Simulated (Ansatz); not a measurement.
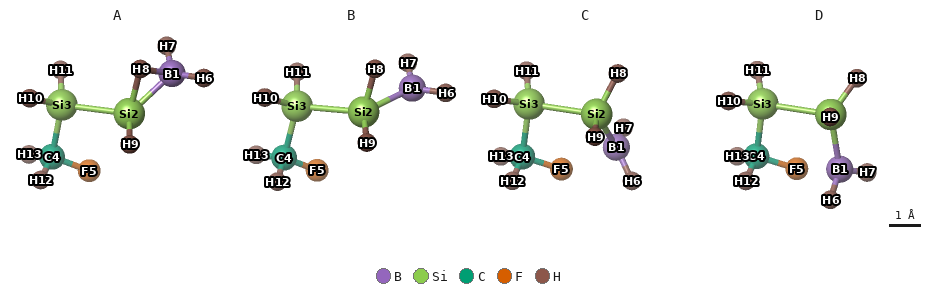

4 geometries from a converged minimum-energy path of CH8BFSi2, shuffled. The picture is a ball-and-stick view, seen at a tilt.

Method: Ansatz, RKS PBE0/def2-SVP. Run with 5 movable images; climbing image; force threshold 0.05 eV/Å; iteration limit 60; starting path through a guess of the saddle point.

Which of them lies highest in energy?

Answer. B. In order along the path, whose images run from 0 to 6: D (image 0, 0.0 kJ/mol), C (image 1, +3.7 kJ/mol), B (image 3, +44.0 kJ/mol), A (image 5, +29.7 kJ/mol). No bond forms or breaks between the ends. Bond angles that change up to the highest image, for instance: B1–Si2–H8 118.4° → 67.3°, B1–Si2–Si3 96.1° → 123.4°.
